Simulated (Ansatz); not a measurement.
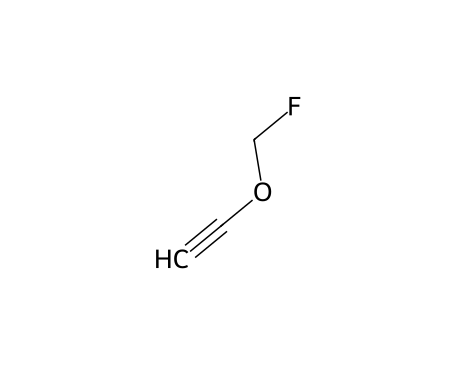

A structural formula.

Write the SMILES.

C#COCF

Give the formula, hydrogens included.

C3H3FO.

An optimisation with PBE0-D4/def2-TZVP gave a structure of which point group?

Cs. Other conformers may differ.

More results for the same structure follow; atom numbers are the same in all pictures, views and colours differ. The computed structure is the end point of a PBE0-D4/def2-TZVP optimisation.

## Geometry

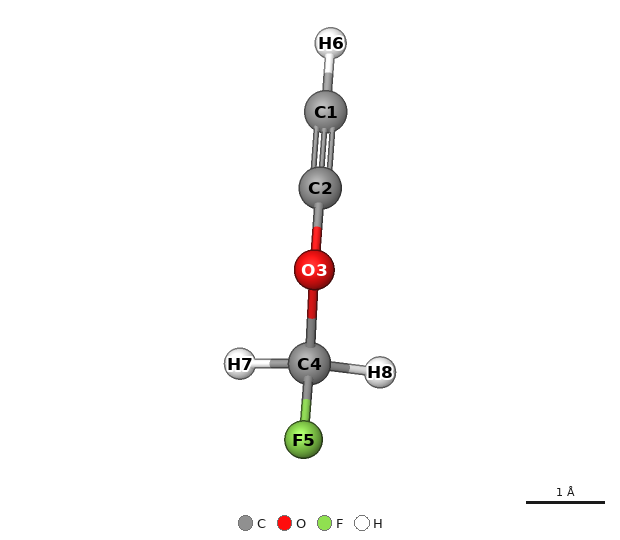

Atoms carry their numbers in the input.

What are the angles C2–C1–H6, C1–C2–O3, C2–O3–C4, O3–C4–F5, O3–C4–H7, F5–C4–H7, H7–C4–H8?

| angle | degrees |
| --- | --- |
| C2–C1–H6 | 178.9 |
| C1–C2–O3 | 179.3 |
| C2–O3–C4 | 113.7 |
| O3–C4–F5 | 106.0 |
| O3–C4–H7 | 109.4 |
| F5–C4–H7 | 109.8 |
| H7–C4–H8 | 112.3 |

## Thermal motion

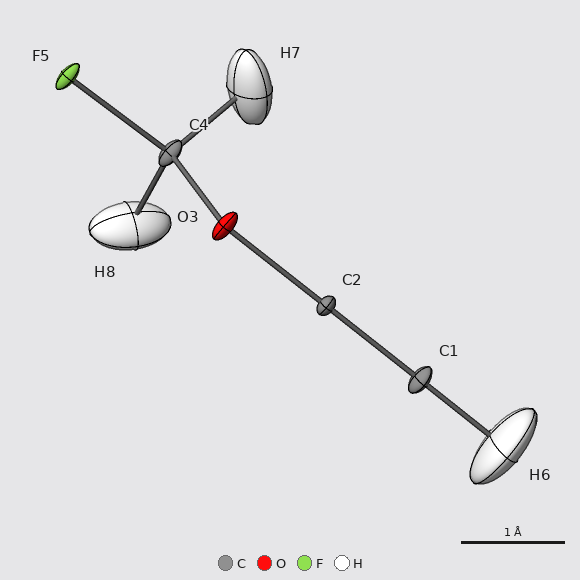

Displacement ellipsoids at the 50 % level, enlarged 1.5 times, from the internal vibrations of the free molecule (harmonic, no overall translation or rotation; no half-axis is drawn under 0.075 Å). Vibrations computed with RKS PBE0-D4/def2-TZVP (Ansatz 0.2.0). Temperature: 0 K (zero-point motion alone).

Give the displacement parameters, one line for each set of equivalent atoms.

| atom | U_eq (Å²) | rms amplitudes (Å) |
| --- | --- | --- |
| C1 | 0.0028 | 0.030, 0.055, 0.067 |
| C2 | 0.0018 | 0.030, 0.047, 0.048 |
| O3 | 0.0027 | 0.028, 0.047, 0.072 |
| C4 | 0.0024 | 0.033, 0.042, 0.066 |
| F5 | 0.0023 | 0.031, 0.034, 0.069 |
| H6 | 0.0251 | 0.075, 0.173, 0.199 |
| H7, H8 | 0.0171 | 0.082, 0.117, 0.176 |

## Vibrations

Harmonic vibrations computed with RKS PBE0-D4/def2-TZVP (Ansatz 0.2.0) at a stationary point of the same level.

How many vibrational modes are there, and where do they lie?

18 modes: 53, 169, 449, 459, 555, 561, 662, 1010, 1159, 1170, 1190, 1262, 1450, 1529, 2294, 3050, 3120, 3498 cm⁻¹.

## Dipole moment

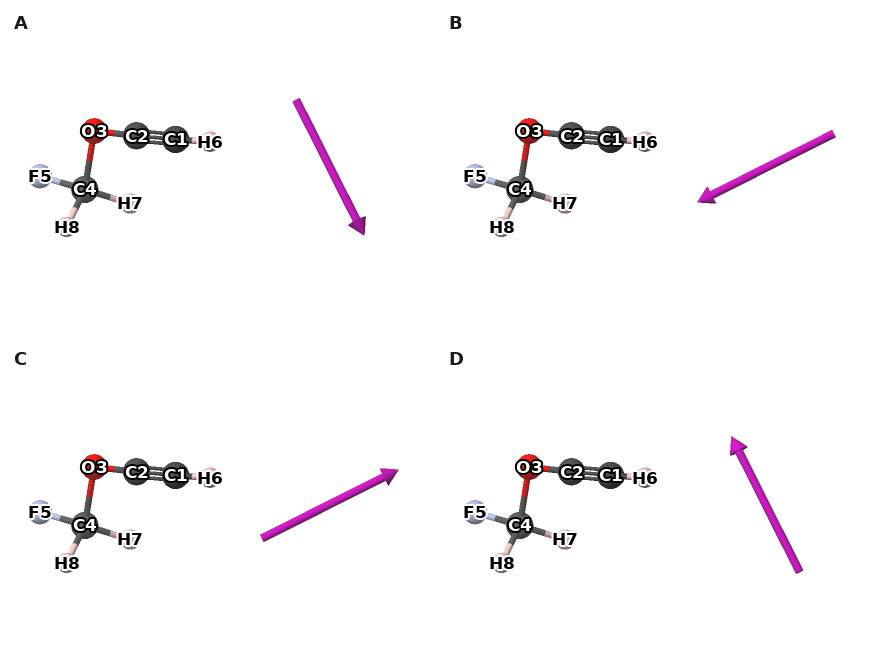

The same molecule four times, each with an arrow. Properties computed with RKS ωB97M-V/def2-TZVPP (Ansatz 0.2.0).

Which arrow points along the dipole moment, from the negative to the positive end?

A. The dipole moment is 1.90 D; it points from the side of O3, F5 to the side of H6, H7, H8 (the outermost atoms at the two ends).
